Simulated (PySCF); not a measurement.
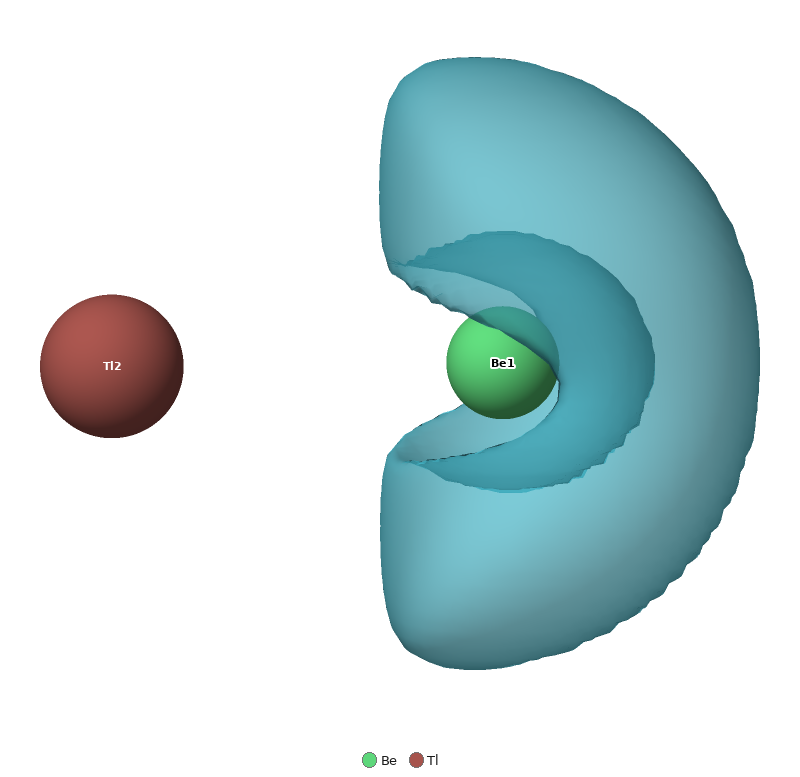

BeTl (doublet). Isosurface of the electron localisation function at 0.9 (cyan), seen from one side. Core shells and regions of very low density are left out.

Core potentials replace the inner electrons of Tl.

Theory: PySCF 2.14.0, PBE0/aug-cc-pVDZ(-PP), non-relativistic Hamiltonian with scalar-relativistic core potentials where named, at a bond length of 2.603 Å.

```xyz
2

Be    0.0000    0.0000   -2.4934
Tl    0.0000    0.0000    0.1096
```

Q: Identify the bonds, lone pairs and shells in this picture.

A: At this value the surface marks out one region wrapped around Be (its valence shell). Along the contacts the grid gives the following. Be–Tl (2.60 Å): the ELF is about 0.30 at the midpoint.
